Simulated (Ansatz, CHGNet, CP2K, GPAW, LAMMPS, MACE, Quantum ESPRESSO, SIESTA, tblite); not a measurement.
# GPAW runs on amorphous Ge (61 atoms), part 2 of 2

Aim: run amorphous Ge (61 atoms) in GPAW and see how near its forces come to a plane-wave reference, and at what cost.

Program: GPAW 26.7.0; the method stands at each step. Banners, paths, timers and routine set-up lines are dropped from the logs unmarked, and long logs keep their key lines alone; longer cuts are marked.

So far. Step 3 (PBE, LCAO dzp, h 0.2 Å, other mixer settings): Against the first run (11 %), the force difference from the reference is 11 %, at 1.3 times the CPU time: another solver or mixer reaches the same state. Step 4 (PBE, LCAO dzp, h 0.15 Å): Against the first run (11 %), the force difference from the reference is 11 %, at 2.2 times the CPU time: the change moves forces by 9.9 meV/Å r.m.s., so most of the difference comes from elsewhere.

**5. PBE, LCAO sz(dzp), h 0.2 Å**

Method: Kohn-Sham DFT, PBE, PAW, atomic orbitals (sz(dzp)).

run.py

```python
import numpy as np
from ase.io import read
from gpaw import GPAW, FermiDirac

atoms = read("structure.xyz")
atoms.calc = GPAW(
    mode="lcao",
    basis="sz(dzp)",
    h=0.2,
    xc="PBE",
    kpts={"size": (1, 1, 1), "gamma": True},
    occupations=FermiDirac(0.05),
    maxiter=200,
    symmetry={"point_group": False},
    txt="gpaw.txt",
)
energy = atoms.get_potential_energy(force_consistent=True)
forces = atoms.get_forces()
print(f"energy {energy:.6f} eV")
print("forces (eV/A)")
for i, (a, f) in enumerate(zip(atoms, forces)):
    print(f"{i:4d} {a.symbol:2s} {f[0]:10.5f} {f[1]:10.5f} {f[2]:10.5f}")
print(f"Fermi level {atoms.calc.get_fermi_level():.4f} eV")
for k in range(len(atoms.calc.get_ibz_k_points())):
    for s in range(atoms.calc.get_number_of_spins()):
        e = atoms.calc.get_eigenvalues(kpt=k, spin=s)
        n = np.searchsorted(e, atoms.calc.get_fermi_level())
        print(f"k {k} spin {s} levels about the Fermi level:", np.round(e[max(n - 6, 0):n], 4).tolist(), "|", np.round(e[n:n + 6], 4).tolist())
```

structure.xyz

```xyz
61
Lattice="11.18750 0.00000 0.00000 0.00000 11.18750 0.00000 0.00000 0.00000 11.18750" Properties=species:S:1:pos:R:3 pbc="T T T"
[... 61 atom lines left out: the same atoms as in the first run ...]
```

Command:

```sh
OMP_NUM_THREADS=1 python run.py > output.txt
```

The program printed:

```text
energy -232.853059 eV
forces (eV/A)
   0 Ge   -0.15909    0.51917    1.17653
   1 Ge   -1.19237   -0.18201   -0.93248
   2 Ge    1.26556    0.12485    0.93734
   3 Ge    0.89782   -0.78529   -0.58330
   4 Ge    0.69329   -0.10107    0.23854
   5 Ge    0.07464   -1.53165    0.80784
   6 Ge    1.62799    0.87267   -0.97067
   7 Ge   -0.59176   -0.24154   -1.04286
   8 Ge    0.45752    0.30648    0.30996
   9 Ge    0.52813    1.40310    1.10391
  10 Ge   -1.26921   -0.40701   -1.65138
  11 Ge    0.16278   -0.86528   -0.20591
  12 Ge   -0.55477    0.46499    0.37030
  13 Ge   -0.43432    1.09037    0.68781
  14 Ge    1.01481    0.19885    1.56065
  15 Ge    0.34086    1.67441   -0.62674
  16 Ge   -2.19893   -0.73559    1.21918
  17 Ge   -1.53738    1.65739   -1.57561
  18 Ge    0.29334   -0.17352   -0.36409
  19 Ge    0.15281   -1.48704   -0.17231
  20 Ge   -0.03395    0.74890   -1.63670
  21 Ge    0.14059   -0.05856   -1.06010
  22 Ge    1.48401    0.26652    0.25977
  23 Ge   -0.98343   -0.70952   -1.26144
[...]
53 Ge   -0.86662   -0.31831    0.89741
  54 Ge    0.38999   -0.64651   -1.89594
  55 Ge    1.45107    0.78980   -0.27940
  56 Ge   -0.17288    0.21787    0.22068
  57 Ge   -0.05671    0.36811   -0.24696
  58 Ge   -0.27988   -0.11051    0.89213
  59 Ge   -0.05048    0.02076   -0.29926
  60 Ge    0.18604    0.47438    0.53551
Fermi level 5.5771 eV
k 0 spin 0 levels about the Fermi level: [4.8763, 5.0595, 5.1179, 5.169, 5.3836, 5.5016] | [5.6486, 5.8175, 5.9547, 5.9636, 6.1701, 6.2387]
```

gpaw.txt:

```text
Input parameters:
  mode=LCAO(),
  basis={'default': 'sz(dzp)'},
  h=0.2,
  kpts=MonkhorstPack(size=(1, 1, 1), gamma=True),
  maxiter=200,
  occupations=Occupations(name='fermi-dirac', width=0.05, fixmagmom=False),
  symmetry=Symmetry(point_group=False),
  xc=XC(name='PBE')
Unit cell  # Å
| periodic |         x |         y |         z |   lengths |    angles |
[... lines left out ...]
  Fermi-Dirac:
[... lines left out ...]
convergence criteria:
- Maximum [total energy] change in last 3 cyles: 0.0005 eV / valence electron
[... lines left out ...]
Converged in 14 steps
[... lines left out ...]
  Free energy:    -232.853059
  Extrapolated:   -232.796928
dipole moment: (39.090099, -18.397680, 13.367192)  # |e|*Ang
Fermi level: 5.577
Eigenvalues  # (at kpt = [0.000, 0.000, 0.000])
| band index |      eig [eV] | occ [0-2] |
|------------|---------------|-----------|
|          0 |        -7.313 |     2.000 |
|        ... |               |           |
|        114 |         4.749 |     2.000 |
|        115 |         4.776 |     2.000 |
[...]
|        129 |         6.552 |     0.000 |
|        ... |               |           |
|        150 |         8.609 |     0.000 |
Gap: 0.147 eV
Transition (v -> c):
  (s=0, k=0, n=121, [0.00, 0.00, 0.00]) -> (s=0, k=0, n=122, [0.00, 0.00, 0.00])
No difference between direct/indirect transitions
Force computation time: 3.875  # s
timing:  # [seconds]
  Total:  45.821  # ━━━━━━━━━━━━━━━━━━━━━━━━━━━━━━━━━━━━━━━━━━━━━━━━━━━━━━━━━
  Init:    5.494  # ━━━━━━━
  SCF:    36.428  # ━━━━━━━━━━━━━━━━━━━━━━━━━━━━━━━━━━━━━━━━━━━━━╸
  Forces:  3.875  # ━━━━━
```

The job ended after 47 s (1 thread of Arm Neoverse V2, shared host; peak memory 1 GiB).

Against the reference:

```yaml
r_m_s_force_component: 0.8454 eV/Å
r_m_s_difference_of_force_components: 245.6 meV/Å
longest_difference_of_force_vectors: 659.1 meV/Å
force_difference_over_r_m_s_force: 38.6 %
slope_of_forces_against_the_reference_s: 1.308
correlation_of_force_components: 0.9846
```

This is a coarse setting, run to see what it loses.

Against the first run (11 %), the force difference from the reference is 39 %, at 0.30 times the CPU time, with 244 basis functions against 793: the smaller basis costs accuracy.

**6. All runs compared**

Differences are against the plane-wave reference, forces as r.m.s. over components; share is that over the reference's r.m.s. force, slope the least-squares factor from reference forces to these. Total energies of different programs have different zeros and aren't compared.

```csv
run,"Δ force, r.m.s. (meV/Å)",share (%),slope,cores,CPU time,memory (GiB)
reference,-,-,-,4,11 min,4.1
"GPAW PBE, LCAO dzp, h 0.2 Å",71.6,11.3,1.088,1,2.6 min,1.4
"GPAW PBE, LCAO dzp, h 0.2 Å, other mixer settings",71.3,11.2,1.088,1,3.3 min,1.3
"GPAW PBE, LCAO dzp, h 0.15 Å",71.4,11.2,1.088,1,5.7 min,3.1
"GPAW PBE, LCAO sz(dzp), h 0.2 Å (coarse)",246,38.6,1.308,1,47 s,1.0
```

Rows marked coarse were listed beforehand as settings not expected to be converged; some can still land near the reference.

CPU time is summed over cores on a shared host, where runs went side by side, so it is rough. Symmetry, cutoffs, thresholds, outputs and thread counts weren't matched or tuned between programs; memory under MPI is the largest rank's times the ranks.

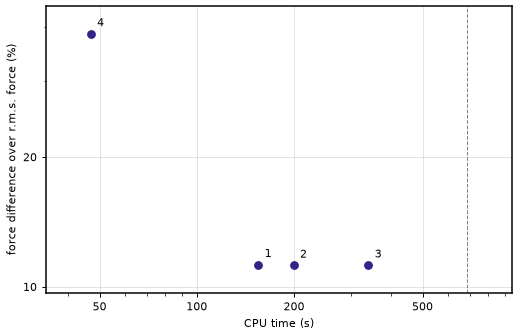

Force difference against CPU time; the dashed line marks the reference's time. Points: 1 GPAW PBE, LCAO dzp, h 0.2 Å; 2 GPAW PBE, LCAO dzp, h 0.2 Å, other mixer settings; 3 GPAW PBE, LCAO dzp, h 0.15 Å; 4 GPAW PBE, LCAO sz(dzp), h 0.2 Å.

Within one program, basis, potentials and functional, energies share a zero. Each run against its twin at the usual cutoff or grid and solver:

```csv
run,twin,Δ energy (meV/atom),"Δ force, r.m.s. (meV/Å)",CPU time over the twin's
"GPAW PBE, LCAO dzp, h 0.2 Å, other mixer settings","LCAO dzp, h 0.2 Å",0,1.08,1.3
"GPAW PBE, LCAO dzp, h 0.15 Å","LCAO dzp, h 0.2 Å",-7.21,9.89,2.2
```

**7. Results**

```
nearest in forces : a tie at 11 % of 3 runs: GPAW PBE, LCAO dzp, h 0.2 Å; GPAW PBE, LCAO dzp, h 0.2 Å, other mixer settings; GPAW PBE, LCAO dzp, h 0.15 Å
```

In words: The PBE runs in local orbitals, coarse settings apart, differ by 11 % in each run; basis, grid and potentials can all enter. Runs with settings chosen to be coarse differ by 39 % (GPAW PBE, LCAO sz(dzp), h 0.2 Å), their programs' other errors included. Of the electronic-structure runs that take under half the reference's CPU time, GPAW PBE, LCAO dzp, h 0.2 Å, other mixer settings is among the nearest, at 11 % in 3.3 min against 11 min. GPAW PBE, LCAO sz(dzp), h 0.2 Å stiffens the forces by a factor of 1.31 while following their directions (correlation 0.985); the slopes of the 4 GPAW runs lie between 1.09 and 1.31. The potentials hold different valence shells: 854 electrons in the reference, 244 in GPAW; this bears on time and differences. GPAW's setups keep the filled d shell of Ge in the core. The quench rate of 3 K/ps is many orders above laboratory rates, so the cell is likely richer in defects and strain than a real sample. The network of bonds at the start is that of the classical potential that made the cell, and needn't be the one that DFT or experiment would give. The electronic-structure runs sample only Γ, in a cell whose shortest periodic width is 11 Å, which is coarse for a cell with partly filled levels.

[Also dropped from logs without a mark: logging warnings of Python, and SIESTA's first energy breakdown and zero terms.]

[Logs are printed without paths, hosts, clocks, repeated set-up lines and the standing remarks that a program may print on its own settings, such as how far it seeks lower states.]

[Hosts, paths, dates, database ids (printed as entryN), source tags and the programs' standing remarks are cut or masked in the printed files.]
